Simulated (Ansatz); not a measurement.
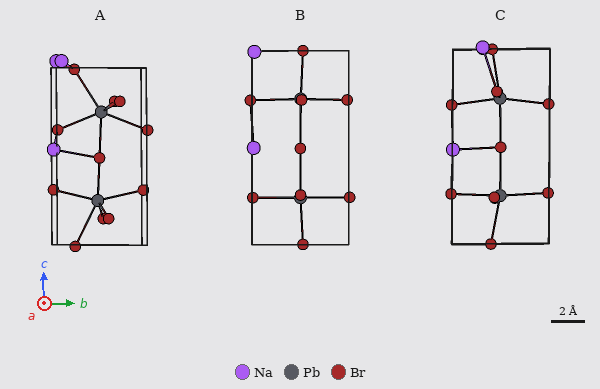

3 geometries from one relaxation of crystalline NaPbBr₃ (built on the cubic perovskite type), in shuffled order. The picture is a ball-and-stick view of the cell of the calculation, seen along the a axis.

Case: shaken.

Theory: DFT, PBEsol, plane waves, PAW (Ansatz 0.2.0). (plane-wave cutoff 420 eV; k-point mesh 4 × 4 × 2; occupations fermi dirac; smearing width 0.05 eV; no spin polarisation; cell and atoms relaxed; force threshold 0.01 eV/Å; at most 120 steps)

Q: Order the frames from highest to lowest energy.

A: B, C, A. They are steps 0, 15, 47, at +1.538 eV per cell of the calculation, +0.221 eV per cell of the calculation relative to the last. A Br atom moves most relative to the cell: 1.63 Å roughly along −b. Largest moves by element: Br 1.63 Å, Na 0.53 Å, Pb 0.22 Å. The drawn cell changes as follows: a 5.877 → 5.490 Å (−6.6 %), b 5.898 → 5.491 Å (−6.9 %), c 11.809 → 10.790 Å (−8.6 %), α 89.8° → 90.4°, γ 89.9° → 83.2°; the volume changes by −21.1 %. Near-neighbour distances that change, for instance: Br–Na 4.347 → 2.992 Å, Br–Na 4.300 → 2.991 Å, Br–Na 4.201 → 2.937 Å, Br–Na 4.146 → 2.949 Å. New bonds form, among them: Br–Na (3.98 → 2.94 Å), Br–Na (4.13 → 2.95 Å), Br–Na (4.15 → 2.95 Å), Br–Na (4.16 → 3.30 Å). Among the angles between lasting bonds that change: Pb–Br–Pb 177.6° → 121.5°, Br–Pb–Br 88.3° → 143.0°, Br–Pb–Br 88.6° → 142.9°. The space group (tolerance 0.01 Å) goes from P1 (No. 1) to Cc (No. 9). Over 42 accepted moves (47 points after the start) the energy falls by 1.538 eV per cell of the calculation. The largest force component goes from 0.42 to 0.0029 eV/Å. Pressure: −0.36 GPa at the start and 0.00 GPa at the end. The line search rejected the trial steps at points 29, 34, 39, 43 of the run. The SCF was repeated once at an unchanged geometry on a basis and grid sized afresh for the cell, which shifted the energy by 5.7 meV per cell of the calculation at most.
